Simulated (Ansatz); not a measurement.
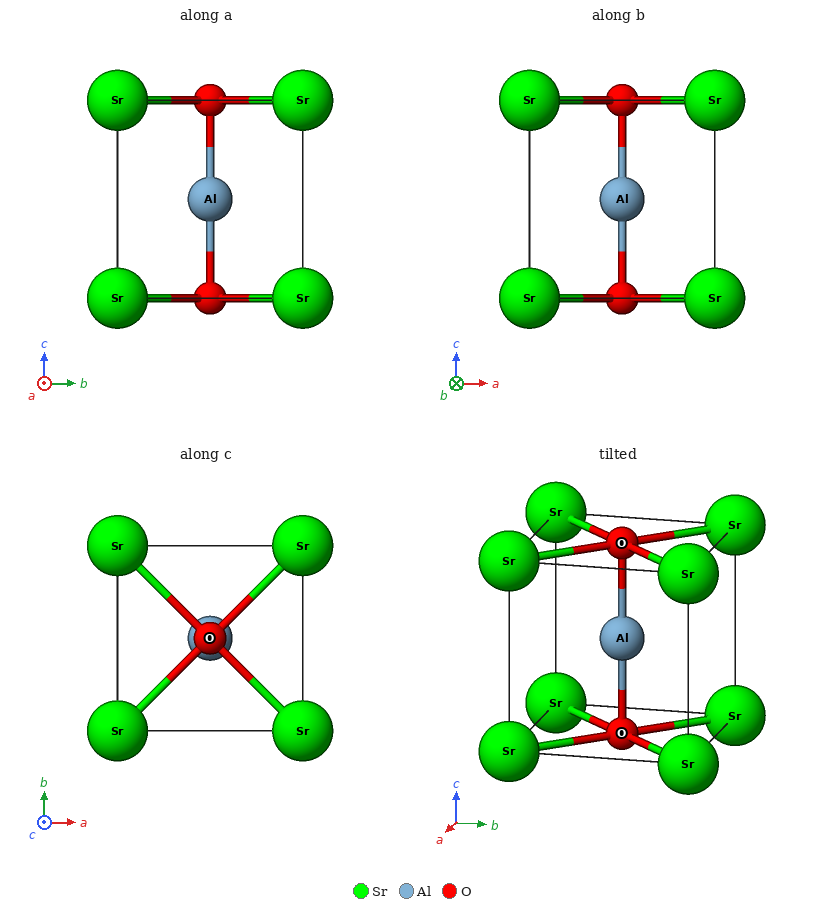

The figure gives a ball-and-stick picture of the atoms, viewed along the a axis, along the b axis, along the c axis and slightly off an axis. The conventional unit cell is outlined; an atom on or near a face, edge or corner is repeated at each equivalent position.

Lattice parameters: a = 3.736 Å, b = 3.736 Å, c = 3.993 Å, α = 90.00°, β = 90.00°, γ = 90.00°. Put a along x and b in the xy plane.

Question: Express the structure as a POSCAR file.

Answer:
```
Sr Al O
1.0
     3.736    0.000    0.000
     0.000    3.736    0.000
     0.000    0.000    3.993
Sr Al O
1 1 1
Direct
  0.0000 0.0000 0.0000
  0.5000 0.5000 0.5000
  0.5000 0.5000 0.0000
```

The model was built from a random cell made by a generator, so it need not be a real form of the compound. Earlier steps of the study may have refined or changed the cell and positions. A calculation with Ansatz used it as input.
